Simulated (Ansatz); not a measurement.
Input file:

```
crystal:
  lattice:
    - [3.8212039987, 0.0, 0.0]
    - [-1.9106019994, 3.309259736, 0.0]
    - [0.0, 0.0, 9.36]
  atoms:
    - { symbol: Si, position: [0.6666666667, 0.3333333333, 0.5416666667] }
    - { symbol: Ge, position: [0.3333333333, 0.6666666667, 0.2083333333] }
    - { symbol: Ge, position: [0.0, 0.0, 0.875] }
    - { symbol: Si, position: [0.3333333333, 0.6666666667, 0.4583333333] }
    - { symbol: Ge, position: [0.0, 0.0, 0.125] }
    - { symbol: Ge, position: [0.6666666667, 0.3333333333, 0.7916666667] }
kpoints:
  mp_grid: { grid: [12, 12, 4] }
hamiltonian:
  xc: pbe
scf:
  occupations: { method: fermi_dirac, width: 0.02 }
relax:
  f_tol: 0.005
  cell: {}
output:
  write_density: true
  write_potential: true
  elf: true
  volumetric_format: npy
```

Run with:

```sh
ansatz run input.yaml --threads 4 --pin off --max-ram 6451MiB --backend cpu --events-out ev --progress --plain --runs-dir out
```

Below, planes, directions and counts refer to the conventional cell (a = 4.00 Å, b = 4.00 Å, c = 9.80 Å, α = 90.00°, β = 90.00°, γ = 120.00°).

The fields are those of the run's last geometry, not of the input's.

Space group P-3m1; started from the ordered alloy on diamond lattice prototype, which need not be the ambient phase.

The calculation used Ansatz 0.2.0, DFT, PBE, plane waves, PAW.

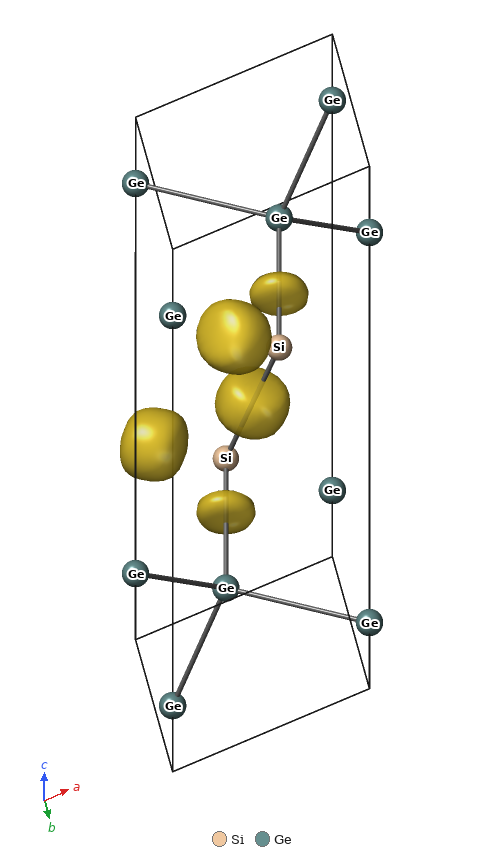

SiGe2. Isosurface of the electron localisation function at 0.85 (yellow), seen at an oblique angle. Only the valence region is drawn (cores and ρ < 0.01 e/Å³ removed). Sticks mark near contacts.

Core electrons are frozen (PAW), and the valence fields are smoothed inside the atomic spheres.

**Where are the electrons localised?**

The ELF exceeds this value in two regions between bonded Ge–Si atoms (shared pairs) and three regions between bonded Si–Si atoms (shared pairs), counted in one cell of 6 atoms. Any copies at cell faces, edges or corners count once. Along the contacts the grid gives the following. Si–Si (2.42 Å): the ELF peaks at about 0.95 between the atoms: a shared electron pair. Si–Ge (2.43 Å): the ELF peaks at about 0.90 between the atoms, as expected for localised, covalent bonding.
